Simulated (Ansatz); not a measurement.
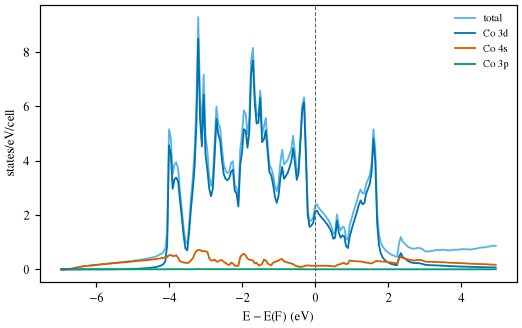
Total and projected density of states of Co (diamond, Fd-3m), PBEsol in the plane-wave PAW code Ansatz

Q: Which orbitals carry the states next to the Fermi level?

A: Within 0.5 eV of the Fermi level: Co 3d 93 %. Projections are on Löwdin-orthogonalised atomic valence shells; empty p or d shells of many metals are not among them.

Q: Where is the tallest occupied peak in this window, and what makes it?

A: Near -3.2 eV, about 9.3 states/eV per cell; the largest projected share is Co 3d.

The start of the workflow was typed in or built on a structure type; the Crystallography Open Database copy checked does not list it. It is not the phase usual at ambient conditions (space group No. 194). The PBEsol relaxation kept the symmetry of its start. At this level the phase is mechanically unstable. Magnetic state: ferromagnetic, chosen from 4 collinear starts compared on coarse meshes (ties went to the first, and starts can fall back to one state), not a proven ground state.

Potentials: the later of the program's two PAW sets.
